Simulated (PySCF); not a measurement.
# Atomic calculation for B

B, configuration 1s2 2s2 2p1, multiplicity 2. Computed at this level: unrestricted B3LYP, STO-3G, non-relativistic, point nucleus (PySCF).

**What the run reported**

```
      quantity                                                                 value
       outcome                                                             converged
  total energy                                                    −24.281531 hartree
kinetic energy                                                     25.300184 hartree
          ⟨S²⟩                                                                 0.750
          ⟨L²⟩                                                                  2.00
SCF iterations                                                                     1
      hardware  1 thread of Arm Neoverse V1, 23 GiB of memory available, shared host
```

**What is odd here**

This input holds a deliberate oddity: minimal basis. The program ran to the end. Its numbers are those of this setting; this run alone doesn't show how far the oddity moves them.

**The input**
```python
from pyscf import gto, scf, dft, mp, cc
import basis_set_exchange as bse
mol = gto.M(atom="B 0 0 0", charge=0, spin=1, symmetry="D2h",
            basis=gto.basis.parse(bse.get_basis("STO-3G", elements=["B"], fmt="nwchem", header=False)))
mf = dft.UKS(mol, xc="B3LYP")
mf.irrep_nelec = {'Ag': (2, 2), 'B2u': (1, 0)}
mf.kernel()
```

The script is an equivalent of what the driver set up; the driver started from orbitals of its own, so the log can be shorter than this script's would be, and it computed the properties (radii, ⟨L²⟩, response) afterwards. It held the occupations shell by shell, which the script's counts by irreducible representation don't always enforce.

Launched within a batch (the task file carries these settings):
```bash
OMP_NUM_THREADS=1 python <driver script> TASK.json OUT
```

**Output (extracts)**
```
damping factor = 0
level_shift factor = 0
DIIS = <class 'pyscf.scf.diis.CDIIS'>
diis_start_cycle = 1
diis_space = 10
diis_damp = 0
SCF conv_tol = 1e-09
SCF conv_tol_grad = None
number electrons alpha = 3  beta = 2
XC functionals = B3LYP
    P. J. Stephens, F. J. Devlin, C. F. Chabalowski, and M. J. Frisch.,  J. Phys. Chem. 98, 11623 (1994)
cycle= 1 E= -24.2815310170071  delta_E= 3.55e-15  |g|=    0  |ddm|= 1.12e-15
converged SCF energy = -24.2815310170071  <S^2> = 0.75  2S+1 = 2
```

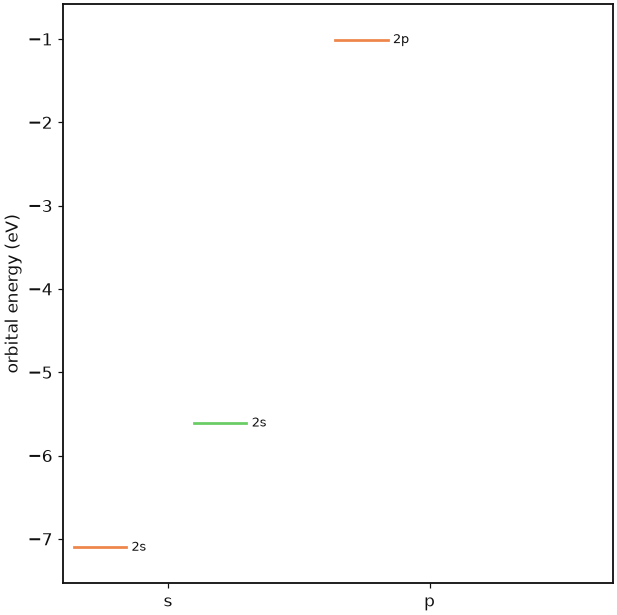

Orbital energies of the mean field, from the top down to −7.10 eV, by angular momentum, α spin at the left of each column and β at the right; ×n counts the orbitals under one label. The highest filled orbital is 2p α at −1.01 eV, the lowest empty one p α at 2.15 eV.

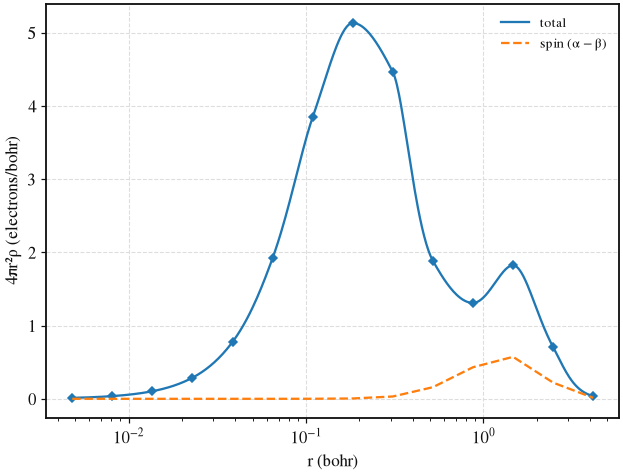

Spherically averaged radial density 4πr²ρ of the mean field and its spin part; markers are the stored points, which are sparse, and the line is a monotone interpolation between them. The largest stored value is 5.13 electrons/bohr at r = 0.18 bohr. Root-mean-square radii of the shells: 1s 0.383, 2p 1.83, 2s 1.87 bohr.
